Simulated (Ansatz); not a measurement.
**Si7Ge: a line through an energy map**

How does the energy of Si₇Ge (P-43m, No. 215; 8 atoms in the cell) vary with c/a of the conventional cell, at volume per atom = 21.42 Å³?

Method: DFT PBEsol, scalar-relativistic, plane waves, PAW, in Ansatz 0.2.0.

15 further runs of the same task are left out: 15 set aside as unsound or not needed. Runs told in other sessions of the task aren't counted.

## Step 1: The structure to begin with

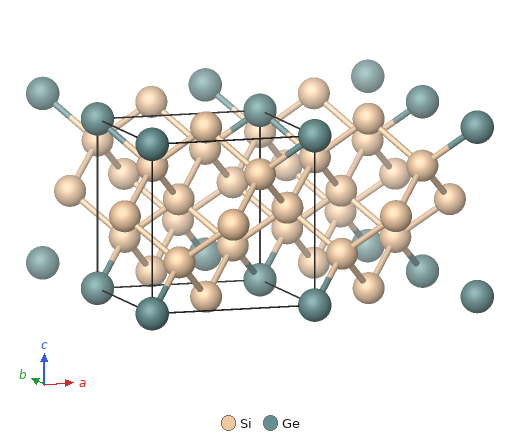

The starting structure, seen slightly off an axis (silicon light orange, germanium teal). 2×2×1 cells are drawn. Atoms on the faces are drawn again on the opposite ones.

As a file:

```xyz
8
Lattice="5.4589 0.0000 0.0000 0.0000 5.4589 0.0000 0.0000 0.0000 5.4589" Properties=species:S:1:pos:R:3 pbc="T T T"
Si    1.3789    1.3789    1.3789
Si    0.0000    2.7295    2.7295
Si    2.7295    2.7295    0.0000
Si    2.7295    0.0000    2.7295
Si    4.0800    1.3789    4.0800
Si    4.0800    4.0800    1.3789
Si    1.3789    4.0800    4.0800
Ge    0.0000    0.0000    0.0000
```

It goes back to an entry of the Materials Project, which need not be the stable form.

It is the result of an earlier relaxation at this level (volume 20.33 Å³/atom; gap on the mesh: 0.28 eV).

## Step 2: What is varied

The energy is mapped over volume and the cell's shape.

The axes are (1) volume per atom: 7 values from 17.08 to 23.59 Å³; (2) c/a of the conventional cell: 7 values from 0.886 to 1.128.

Nothing else is relaxed (fractional coordinates fixed). Energies count from the relaxed crystal. Points are written as (first, second).

## Step 3: Grid point (21.42 Å³, 0.886)

input.yaml

```yaml
crystal:
  lattice:
    - [5.7821116948, 0.0, 0.0]
    - [0.0, 5.7821116948, 0.0]
    - [0.0, 0.0, 5.1252638063]
  atoms:
    - { symbol: Si, position: [0.2525986838, 0.2525986838, 0.2525986838] }
    - { symbol: Si, position: [0.0, 0.5, 0.5] }
    - { symbol: Si, position: [0.5, 0.5, 0.0] }
    - { symbol: Si, position: [0.5, 0.0, 0.5] }
    - { symbol: Si, position: [0.7474013162, 0.2525986838, 0.7474013162] }
    - { symbol: Si, position: [0.7474013162, 0.7474013162, 0.2525986838] }
    - { symbol: Si, position: [0.2525986838, 0.7474013162, 0.7474013162] }
    - { symbol: Ge, position: [0.0, 0.0, 0.0] }
basis:
  ecutwfc: 420
kpoints:
  mp_grid: { grid: [8, 8, 8] }
hamiltonian:
  xc: pbesol
  pseudopotentials: { kind: paw, azcp: { folder: soft_1 } }
scf:
  occupations: { method: gaussian, width: 0.03 }
output:
  forces: true
  stress: true
  eigenvalues: true
```

On the command line:

```bash
$ ansatz run input.yaml --threads 2 --pin off --max-ram 4096MiB --backend cpu --events-out ev --progress --plain --runs-dir out
```

Standard output, cut to the lines that bear on the results:

```text
Warning: <dir> the record states the generating functional pbe (its physics header spells it `PBE`), which answers neither for hamiltonian.xc's functional nor for the pbesol family's — results may be inconsistent (PPs are generated against a specific XC)
[...]
Warning: RAYON_NUM_THREADS=2 ignored (pool sized by the plan → 2); use --threads N
[...]
Pseudopotentials: kind: paw
Pseudopotential: Si, paw, valence charge 4, recommended cutoff 420 eV (normal), <dir>
Pseudopotential: Ge, paw, valence charge 14, recommended cutoff 420 eV (normal), <dir>
Functional definition: PBEsol
[...]
Crystal: 8 atoms, lattice volume = 171.352 Å³
Basis set: ecut = 420 eV, 3333 PW (Γ), exchange–correlation on 80×80×72 points (8 copies of the dense FFT grid, shifted against one another)
Bands: 29, of which v1, the nominal top of the filled ones, is band 21 counted from 1 (20 counted from 0)
Symmetry: 8 space group operations
Space group: P-42m (ITA 111), of the structure as read, at distance tolerance 5.6e-5 Å
k-points: 75 of 512 (time reversal used)
[...]
SCF iter   1: F=—  HF=-8604.092017 eV  |F-HF|=—  |Δ(HF+E_count)|=         —  Δρ=4.13e-2  dr2=2.63e0  ethr=3.10e-3  ⟨swp⟩=8.4  Hψ=12282  notcnv=0
[...]
SCF iter   8: F=-8603.403436 eV  HF=-8603.403436 eV  |F-HF|=1.78e-10  |Δ(HF+E_count)|=   1.18e-7  Δρ=9.38e-7  dr2=1.44e-9  ethr=1.16e-10  ⟨swp⟩=2.1  Hψ=7130  notcnv=0
[...]
SCF converged after 8 iterations
Free energy (F): -8603.403436 eV
[...]
E sigma→0 (E₀):  -8603.403299 eV
Entropy (-TS):   -0.000275 eV (-0.034 meV/atom)
Fermi energy:    6.087982 eV
[...]
--- Forces (eV/Å), atoms counted from 1 ---
  atom   1  Si     0.00691666     0.00691666     0.04454546
  atom   2  Si    -0.00000000     0.00000000     0.00000000
  atom   3  Si    -0.00000000     0.00000000     0.00000000
  atom   4  Si     0.00000000     0.00000000     0.00000000
  atom   5  Si    -0.00691666     0.00691666    -0.04454546
  atom   6  Si    -0.00691666    -0.00691666     0.04454546
  atom   7  Si     0.00691666    -0.00691666    -0.04454546
  atom   8  Ge    -0.00000000     0.00000000     0.00000000
[...]
--- Stress (GPa, compression-positive) ---
       -7.414157       0.000000       0.000000
        0.000000      -7.414157      -0.000000
        0.000000      -0.000000       1.040989
  P = ⅓ Tr σ = -4.5958 GPa (-45.958 kbar)
--- Band table (eV; the first three rows and the last of 75) ---
  k-point 0: bands = ["-18.2289", "-18.2289", "-18.2251", "-18.2136", "-18.2012", "-5.8012", "-2.4136", "-1.9668", "-1.9488", "-1.9488", "-1.4540", "-1.3038", "2.6471", "2.6471", "3.4970", "3.5182", "3.5182", "3.5538", "5.7122", "5.7122", "6.0025", "6.0866", "6.4693", "6.8705", "7.0340", [...]
[...]
```

Wall time 37 s (2 threads of Arm Neoverse N1, shared host); peak memory 0.55 GiB.

Energy on the map's scale: 65 meV/atom.

## Step 4: Grid point (21.42 Å³, 0.923)

Changes to input.yaml since step 3:

```diff
@@ -2,5 +2,5 @@
   lattice:
-    - [5.7821116948, 0.0, 0.0]
-    - [0.0, 5.7821116948, 0.0]
-    - [0.0, 0.0, 5.1252638063]
+    - [5.7050641303, 0.0, 0.0]
+    - [0.0, 5.7050641303, 0.0]
+    - [0.0, 0.0, 5.2646331794]
   atoms:
```

On the command line:

```bash
$ ansatz run input.yaml --threads 2 --pin off --max-ram 4096MiB --backend cpu --events-out ev --progress --plain --runs-dir out
```

Standard output, cut to the lines that bear on the results:

```text
Warning: <dir> the record states the generating functional pbe (its physics header spells it `PBE`), which answers neither for hamiltonian.xc's functional nor for the pbesol family's — results may be inconsistent (PPs are generated against a specific XC)
[...]
Warning: RAYON_NUM_THREADS=2 ignored (pool sized by the plan → 2); use --threads N
[...]
Pseudopotentials: kind: paw
Pseudopotential: Si, paw, valence charge 4, recommended cutoff 420 eV (normal), <dir>
Pseudopotential: Ge, paw, valence charge 14, recommended cutoff 420 eV (normal), <dir>
Functional definition: PBEsol
[...]
Crystal: 8 atoms, lattice volume = 171.352 Å³
Basis set: ecut = 420 eV, 3333 PW (Γ), exchange–correlation on 80×80×72 points (8 copies of the dense FFT grid, shifted against one another)
Bands: 29, of which v1, the nominal top of the filled ones, is band 21 counted from 1 (20 counted from 0)
Symmetry: 8 space group operations
Space group: P-42m (ITA 111), of the structure as read, at distance tolerance 5.6e-5 Å
k-points: 75 of 512 (time reversal used)
[...]
SCF iter   8: F=-8603.615722 eV  HF=-8603.615722 eV  |F-HF|=0.00e0  |Δ(HF+E_count)|=   1.50e-7  Δρ=9.62e-7  dr2=1.39e-9  ethr=1.22e-10  ⟨swp⟩=2.1  Hψ=7187  notcnv=0
[...]
SCF converged after 8 iterations
Free energy (F): -8603.615722 eV
[...]
E sigma→0 (E₀):  -8603.615602 eV
Entropy (-TS):   -0.000241 eV (-0.030 meV/atom)
Fermi energy:    6.039697 eV
[...]
--- Forces (eV/Å), atoms counted from 1 ---
  atom   1  Si     0.00134793     0.00134793     0.02397374
  atom   2  Si    -0.00000000     0.00000000     0.00000000
  atom   3  Si    -0.00000000     0.00000000     0.00000000
  atom   4  Si    -0.00000000     0.00000000     0.00000000
  atom   5  Si    -0.00134793     0.00134793    -0.02397374
  atom   6  Si    -0.00134793    -0.00134793     0.02397374
  atom   7  Si     0.00134793    -0.00134793    -0.02397374
  atom   8  Ge    -0.00000000     0.00000000     0.00000000
[...]
--- Stress (GPa, compression-positive) ---
       -6.452172       0.000000       0.000000
        0.000000      -6.452172      -0.000000
        0.000000      -0.000000      -0.182129
  P = ⅓ Tr σ = -4.3622 GPa (-43.622 kbar)
--- Band table (eV; the first three rows and the last of 75) ---
[... band rows left out ...]
[...]
```

It took 36 s on 2 threads of Arm Neoverse N1, shared host; peak memory 0.55 GiB.

Energy on the map's scale: 39 meV/atom.

## Step 5: The run at (21.42 Å³, 1.000)

Changes to input.yaml since step 4:

```diff
@@ -2,5 +2,5 @@
   lattice:
-    - [5.7050641303, 0.0, 0.0]
-    - [0.0, 5.7050641303, 0.0]
-    - [0.0, 0.0, 5.2646331794]
+    - [5.5543050222, 0.0, 0.0]
+    - [0.0, 5.5543050222, 0.0]
+    - [0.0, 0.0, 5.5543050222]
   atoms:
```

On the command line:

```bash
$ ansatz run input.yaml --threads 2 --pin off --max-ram 4096MiB --backend cpu --events-out ev --progress --plain --runs-dir out
```

Standard output, cut to the lines that bear on the results:

```text
Warning: <dir> the record states the generating functional pbe (its physics header spells it `PBE`), which answers neither for hamiltonian.xc's functional nor for the pbesol family's — results may be inconsistent (PPs are generated against a specific XC)
[...]
Warning: RAYON_NUM_THREADS=2 ignored (pool sized by the plan → 2); use --threads N
[...]
Pseudopotentials: kind: paw
Pseudopotential: Si, paw, valence charge 4, recommended cutoff 420 eV (normal), <dir>
Pseudopotential: Ge, paw, valence charge 14, recommended cutoff 420 eV (normal), <dir>
Functional definition: PBEsol
[...]
Crystal: 8 atoms, lattice volume = 171.352 Å³
Basis set: ecut = 420 eV, 3407 PW (Γ), exchange–correlation on 80×80×80 points (8 copies of the dense FFT grid, shifted against one another)
Bands: 29, of which v1, the nominal top of the filled ones, is band 21 counted from 1 (20 counted from 0)
Symmetry: 24 space group operations
Space group: P-43m (ITA 215), of the structure as read, at distance tolerance 5.6e-5 Å
k-points: 35 of 512 (time reversal used)
[...]
SCF iter   8: F=-8603.805666 eV  HF=-8603.805666 eV  |F-HF|=1.24e-9  |Δ(HF+E_count)|=   1.33e-7  Δρ=8.52e-7  dr2=1.09e-9  ethr=9.84e-11  ⟨swp⟩=2.2  Hψ=3319  notcnv=0
[...]
SCF converged after 8 iterations
Free energy (F): -8603.805666 eV
[...]
E sigma→0 (E₀):  -8603.805666 eV
Fermi energy:    6.119719 eV
[...]
--- Forces (eV/Å), atoms counted from 1 ---
  atom   1  Si     0.00277792     0.00277792     0.00277792
  atom   2  Si    -0.00000000    -0.00000000    -0.00000000
  atom   3  Si    -0.00000000     0.00000000     0.00000000
  atom   4  Si    -0.00000000    -0.00000000    -0.00000000
  atom   5  Si    -0.00277792     0.00277792    -0.00277792
  atom   6  Si    -0.00277792    -0.00277792     0.00277792
  atom   7  Si     0.00277792    -0.00277792    -0.00277792
  atom   8  Ge    -0.00000000     0.00000000     0.00000000
[...]
--- Stress (GPa, compression-positive) ---
       -4.209250      -0.000000       0.000000
       -0.000000      -4.209250      -0.000000
        0.000000      -0.000000      -4.209250
  P = ⅓ Tr σ = -4.2093 GPa (-42.093 kbar)
--- Band table (eV; the first three rows and the last of 35) ---
[... band rows left out ...]
[...]
```

It took 20 s on 2 threads of Arm Neoverse N1, shared host; peak memory 0.43 GiB.

Energy on the map's scale: 15 meV/atom.

## Step 6: Point (21.42 Å³, 1.041)

Changes to input.yaml since step 5:

```diff
@@ -2,5 +2,5 @@
   lattice:
-    - [5.5543050222, 0.0, 0.0]
-    - [0.0, 5.5543050222, 0.0]
-    - [0.0, 0.0, 5.5543050222]
+    - [5.4804070472, 0.0, 0.0]
+    - [0.0, 5.4804070472, 0.0]
+    - [0.0, 0.0, 5.7051037361]
   atoms:
```

On the command line:

```bash
$ ansatz run input.yaml --threads 2 --pin off --max-ram 4096MiB --backend cpu --events-out ev --progress --plain --runs-dir out
```

Standard output, cut to the lines that bear on the results:

```text
Warning: <dir> the record states the generating functional pbe (its physics header spells it `PBE`), which answers neither for hamiltonian.xc's functional nor for the pbesol family's — results may be inconsistent (PPs are generated against a specific XC)
[...]
Warning: RAYON_NUM_THREADS=2 ignored (pool sized by the plan → 2); use --threads N
[...]
Pseudopotentials: kind: paw
Pseudopotential: Si, paw, valence charge 4, recommended cutoff 420 eV (normal), <dir>
Pseudopotential: Ge, paw, valence charge 14, recommended cutoff 420 eV (normal), <dir>
Functional definition: PBEsol
[...]
Crystal: 8 atoms, lattice volume = 171.352 Å³
Basis set: ecut = 420 eV, 3335 PW (Γ), exchange–correlation on 80×80×80 points (8 copies of the dense FFT grid, shifted against one another)
Bands: 29, of which v1, the nominal top of the filled ones, is band 21 counted from 1 (20 counted from 0)
Symmetry: 8 space group operations
Space group: P-42m (ITA 111), of the structure as read, at distance tolerance 5.6e-5 Å
k-points: 75 of 512 (time reversal used)
[...]
SCF iter   8: F=-8603.751121 eV  HF=-8603.751121 eV  |F-HF|=8.91e-10  |Δ(HF+E_count)|=   1.38e-7  Δρ=9.01e-7  dr2=1.28e-9  ethr=1.04e-10  ⟨swp⟩=2.1  Hψ=7114  notcnv=0
[...]
SCF converged after 8 iterations
Free energy (F): -8603.751121 eV
[...]
E sigma→0 (E₀):  -8603.751121 eV
Fermi energy:    6.152759 eV
[...]
--- Forces (eV/Å), atoms counted from 1 ---
  atom   1  Si     0.00794140     0.00794140    -0.00322174
  atom   2  Si    -0.00000000     0.00000000     0.00000000
  atom   3  Si    -0.00000000     0.00000000     0.00000000
  atom   4  Si    -0.00000000     0.00000000     0.00000000
  atom   5  Si    -0.00794140     0.00794140     0.00322174
  atom   6  Si    -0.00794140    -0.00794140    -0.00322174
  atom   7  Si     0.00794140    -0.00794140     0.00322174
  atom   8  Ge    -0.00000000     0.00000000     0.00000000
[...]
--- Stress (GPa, compression-positive) ---
       -2.944558       0.000000       0.000000
        0.000000      -2.944558      -0.000000
        0.000000      -0.000000      -6.830068
  P = ⅓ Tr σ = -4.2397 GPa (-42.397 kbar)
--- Band table (eV; the first three rows and the last of 75) ---
[... band rows left out ...]
[...]
```

It took 40 s on 2 threads of Arm Neoverse N1, shared host; peak memory 0.56 GiB.

On the map this point reads 22 meV/atom.

## Step 7: Point (21.42 Å³, 1.084)

Changes to input.yaml since step 6:

```diff
@@ -2,5 +2,5 @@
   lattice:
-    - [5.4804070472, 0.0, 0.0]
-    - [0.0, 5.4804070472, 0.0]
-    - [0.0, 0.0, 5.7051037361]
+    - [5.4074606548, 0.0, 0.0]
+    - [0.0, 5.4074606548, 0.0]
+    - [0.0, 0.0, 5.8600651116]
   atoms:
@@ -27 +27,5 @@
   eigenvalues: true
+  write_density: true
+  write_potential: true
+  elf: true
+  volumetric_format: npy
```

On the command line:

```bash
$ ansatz run input.yaml --threads 2 --pin off --max-ram 4096MiB --backend cpu --events-out ev --progress --plain --runs-dir out
```

Standard output:

```text
[... 35 lines left out ...]
SCF 1 converged in 8 iterations: F = -8603.578595 eV  dr2 = 2.50e-9
SCF converged after 8 iterations
Free energy (F): -8603.578595 eV
Harris-Foulkes:  -8603.578595 eV  (|F-HF|=3.64e-11)
Internal energy: -8603.578577 eV  (E = F + TS)
E sigma→0 (E₀):  -8603.578586 eV
Entropy (-TS):   -0.000017 eV (-0.002 meV/atom)
Fermi energy:    6.179385 eV
--- Per-component energies (eV) ---
  E_band       = -151.996654
  E_kinetic    = 369.565272
  E_local      = -3016.072653  (includes V_loc(G=0)·N_el)
  E_nonlocal   = 377.745259
  E_hartree    = 1407.470617
  E_xc         = -458.809873
  E_vxc        = -395.066301  (∫ρ·V_xc dr)
  E_paw        = -5456.356407  (= ΣΔE_a)
  E_vpaw       = -303.110276  (= ΣTr[D̂ρ^β])
  E_aug_tail   = 0.000278  (compensation charges beyond the density's cutoff)
  E_ewald      = -1828.259932
  E_core_change = 1.138863  (= ΣΔE_core)
  E_smearing   = -0.000017  (= −TS)
  E_closure    = -0.000000  (closes the sum)
  Σ components = -8603.578595   (vs F -8603.578595, Δ=0.00e0)
--- Forces (eV/Å), atoms counted from 1 ---
  atom   1  Si     0.01606443     0.01606443    -0.00572183
  atom   2  Si    -0.00000000     0.00000000     0.00000000
  atom   3  Si    -0.00000000     0.00000000     0.00000000
  atom   4  Si    -0.00000000     0.00000000     0.00000000
  atom   5  Si    -0.01606443     0.01606443     0.00572183
  atom   6  Si    -0.01606443    -0.01606443    -0.00572183
  atom   7  Si     0.01606443    -0.01606443     0.00572183
  atom   8  Ge    -0.00000000     0.00000000     0.00000000
  max |Σ_I F_I| component: 4.86e-17 eV/Å
--- Stress (GPa, compression-positive) ---
       -1.580913       0.000000       0.000000
        0.000000      -1.580913      -0.000000
        0.000000      -0.000000      -9.806260
  P = ⅓ Tr σ = -4.3227 GPa (-43.227 kbar)
--- Band table (eV; the first three rows and the last of 75) ---
  k-point 0: bands = ["-18.2190", "-18.2171", "-18.2171", "-18.2003", "-18.1937", "-5.8097", "-2.4070", "-2.0408", "-1.8291", "-1.6266", "-1.5949", "-1.5949", "2.9784", "3.0078", "3.0078", "3.0290", "3.5827", "3.5827", "5.5389", "6.1365", "6.1365", "6.2157", "6.5022", "6.5022", "6.5723", "7.0735", "7.1106", "8.1749", "8.3764"]
  k-point 1: bands = ["-18.2190", "-18.2171", "-18.2171", "-18.2003", "-18.1937", "-5.7509", "-3.0105", "-1.9833", "-1.6132", "-1.5798", "-1.5798", "-1.1854", "2.8567", "2.8735", "2.8735", "2.8858", "3.6369", "3.6369", "5.0535", "5.9060", "5.9060", "6.5066", "6.7770", "6.7770", "6.8490", "7.0028", "7.3445", "8.5391", "8.6493"]
  k-point 2: bands = ["-18.2190", "-18.2171", "-18.2171", "-18.2003", "-18.1936", "-5.5750", "-3.7212", "-1.9490", "-1.5799", "-1.5422", "-1.5422", "-0.2248", "2.5936", "2.5936", "2.5947", "2.6002", "3.7991", "3.7991", "4.0849", "5.4140", "5.4140", "6.9554", "7.3427", "7.5226", "7.5226", "7.5745", "7.7524", "8.2278", "9.4589"]
  k-point 74: bands = ["-18.2191", "-18.2171", "-18.2171", "-18.2001", "-18.1935", "-3.9368", "-3.5006", "-3.5006", "-3.4939", "-1.1143", "-0.8261", "-0.8210", "-0.8210", "4.2848", "4.3740", "4.3740", "4.4929", "5.0401", "5.0890", "5.2422", "5.2422", "6.5756", "6.8869", "7.0054", "7.0054", "9.0811", "9.0811", "9.3359", "9.4074"]
```

Wall time 53 s (2 threads of Arm Neoverse N1, shared host); peak memory 0.56 GiB.

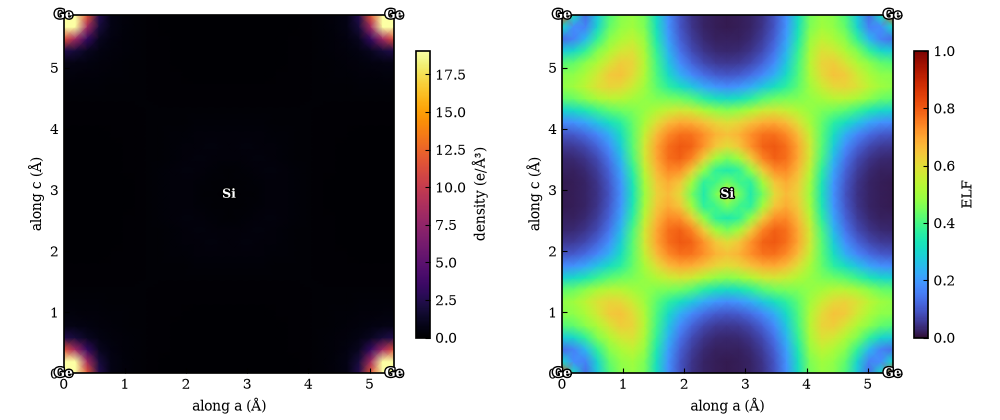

Density (left) and ELF (right) in a lattice plane of the grid's cell (edges 5.41 and 5.86 Å, at 0.000 of the third edge), which holds Si and Ge. Only atoms in the plane are labelled; the density scale stops at 19.07 e/Å³. Both are smooth fields of the valence electrons: close to the nuclei they are not physical.

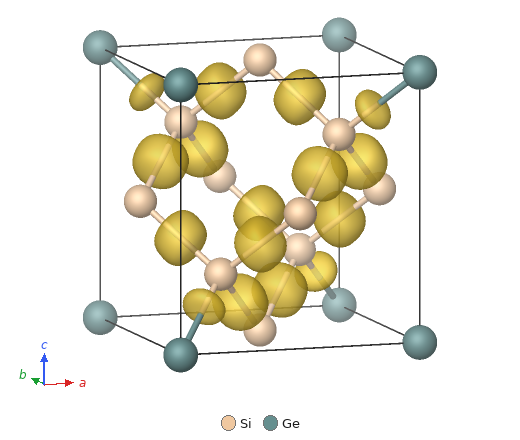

Surface of ELF = 0.85, drawn in one cell.

The highest ELF values outside the cores: 0.95 on the Si–Si line, 1.1 Å from Si; 0.92 on the Si–Ge line, 1.0 Å from Si.

That is 43 meV/atom from the zero.

## Step 8: Grid point (21.42 Å³, 1.128)

Changes to input.yaml since step 7:

```diff
@@ -2,5 +2,5 @@
   lattice:
-    - [5.4074606548, 0.0, 0.0]
-    - [0.0, 5.4074606548, 0.0]
-    - [0.0, 0.0, 5.8600651116]
+    - [5.3354087188, 0.0, 0.0]
+    - [0.0, 5.3354087188, 0.0]
+    - [0.0, 0.0, 6.0194081165]
   atoms:
@@ -27,5 +27 @@
   eigenvalues: true
-  write_density: true
-  write_potential: true
-  elf: true
-  volumetric_format: npy
```

On the command line:

```bash
$ ansatz run input.yaml --threads 2 --pin off --max-ram 4096MiB --backend cpu --events-out ev --progress --plain --runs-dir out
```

Standard output, cut to the lines that bear on the results:

```text
[...]
SCF converged after 8 iterations
Free energy (F): -8603.277136 eV
[...]
E sigma→0 (E₀):  -8603.277044 eV
Entropy (-TS):   -0.000185 eV (-0.023 meV/atom)
Fermi energy:    6.195653 eV
[...]
--- Forces (eV/Å), atoms counted from 1 ---
  atom   1  Si     0.02660458     0.02660458     0.00620342
  atom   2  Si    -0.00000000     0.00000000     0.00000000
  atom   3  Si    -0.00000000     0.00000000     0.00000000
  atom   4  Si    -0.00000000     0.00000000     0.00000000
  atom   5  Si    -0.02660458     0.02660458    -0.00620342
  atom   6  Si    -0.02660458    -0.02660458     0.00620342
  atom   7  Si     0.02660458    -0.02660458    -0.00620342
  atom   8  Ge    -0.00000000     0.00000000     0.00000000
[...]
--- Stress (GPa, compression-positive) ---
       -0.208440       0.000000       0.000000
        0.000000      -0.208440      -0.000000
        0.000000      -0.000000     -13.023062
  P = ⅓ Tr σ = -4.4800 GPa (-44.800 kbar)
--- Band table (eV; the first three rows and the last of 75) ---
  k-point 0: bands = ["-18.2233", "-18.2202", "-18.2202", "-18.2060", "-18.1962", "-5.7993", "-2.4887", "-2.1743", "-1.7863", "-1.5352", "-1.5018", "-1.5018", "2.9159", "2.9487", "2.9487", "2.9670", "3.8078", "3.8078", "5.3202", "6.1510", "6.2432", "6.2432", "6.4451", "6.4451", "6.4958", [...]
[...]
```

Wall time 39 s (2 threads of Arm Neoverse N1, shared host); peak memory 0.55 GiB.

That is 81 meV/atom from the zero.

## Step 9: The line in numbers

| c/a of the conventional cell | step | energy (meV/atom) | slope (meV/atom per unit) | pressure (GPa) | band gap on the k-mesh (eV) | largest force on an atom (eV/Å) |
| --- | --- | --- | --- | --- | --- | --- |
| 0.886 | 3 | 65 | −850 | −4.60 | 0.00 | 0.046 |
| 0.923 | 4 | 39 | −606 | −4.36 | 0.00 | 0.024 |
| 0.961 | – | 21 | −317 | −4.24 | 0.14 | 0.012 |
| 1.000 | 5 | 15 | 0 | −4.21 | 0.38 | 0.005 |
| 1.041 | 6 | 22 | 333 | −4.24 | 0.25 | 0.012 |
| 1.084 | 7 | 43 | 676 | −4.32 | 0.08 | 0.023 |
| 1.128 | 8 | 81 | 1012 | −4.48 | 0.00 | 0.038 |

Energies count from the relaxed crystal. Rows without a step come from runs not printed here or follow by symmetry. Slopes come from the forces (and the stress, where the cell changes), not from differences of energies.

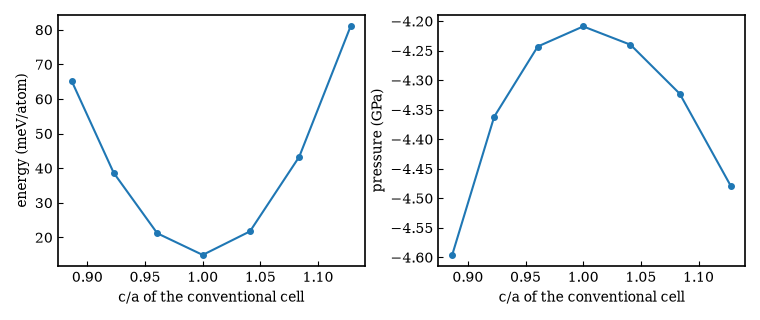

Energy and pressure along the line.

Of the points computed the energy is lowest at 1.000, 15 meV/atom from the zero. Energies and slopes round the minimum, fitted together, put the minimum at 1.0000, with a curvature of about 8100 meV/atom per (unit)². The highest point computed, at 1.128, lies 66 meV/atom above the lowest. The gap on the mesh reads zero on part of the line; semilocal functionals close small gaps early. This is one cut through a surface in two coordinates; the map's lowest point lies off it. With the other coordinates free, the energies away from the reference would be the same or lower. The gap on the mesh closes on part of the grid.
